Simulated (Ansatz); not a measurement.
```yaml
atoms:
  - { symbol: Mo, position_ang: [0.0362, 0.0642, -0.0071] }
  - { symbol: O, position_ang: [0.1002, 0.1351, 1.8370] }
  - { symbol: O, position_ang: [1.6482, 0.1033, -0.5342] }
  - { symbol: O, position_ang: [-0.7546, 1.4792, -0.5067] }
  - { symbol: Cl, position_ang: [-1.0301, -1.7817, -0.7891] }
```

Geometry: r2SCAN-D4/def2-SVPD; core potentials replace the inner electrons of Mo.

These are results of UKS PBE0-D4/def2-TZVPD (Ansatz), not measurements.

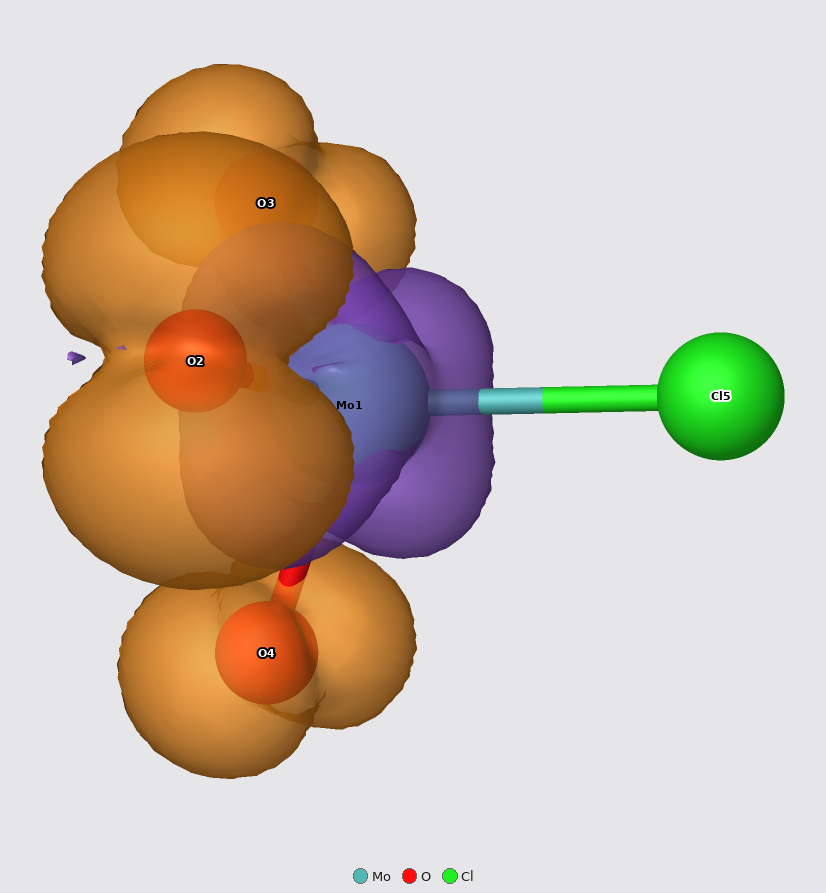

ClMoO3 (doublet). Isosurfaces of the spin density at +0.015 (orange) and −0.015 e/Å³ (purple), seen from one side.

### Which atoms carry the spin?

The unpaired spin (1 electron) lies mostly on O2 (about 0.9), O3 (about 0.1) and O4 (about 0.1), in electrons by Hirshfeld's partition, with opposite, polarisation-induced spin on Mo1.
